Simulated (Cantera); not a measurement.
Charge: 1 mol PbO, 3.2 mol H2, equilibrated at 0.133 bar.

Method: chemical equilibrium by Gibbs-energy minimisation in Cantera with the NASA 1993 tables (ideal gas, pure condensed phases). Candidate condensed phases: H2O, Pb, PbO, PbO2, Pb3O4; 12 gas species. Rates play no part.

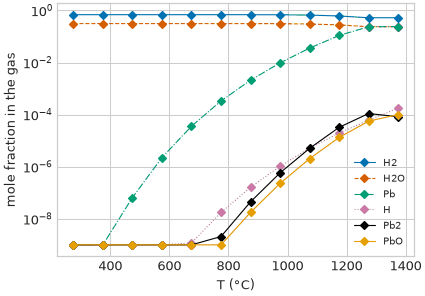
Equilibrium gas composition (values under 1e-9 drawn at 1e-9)

At 275 °C the condensed part is Pb(s). From 375 °C to 1175 °C the condensed part is Pb(l). From 1275 °C to 1375 °C nothing is condensed.
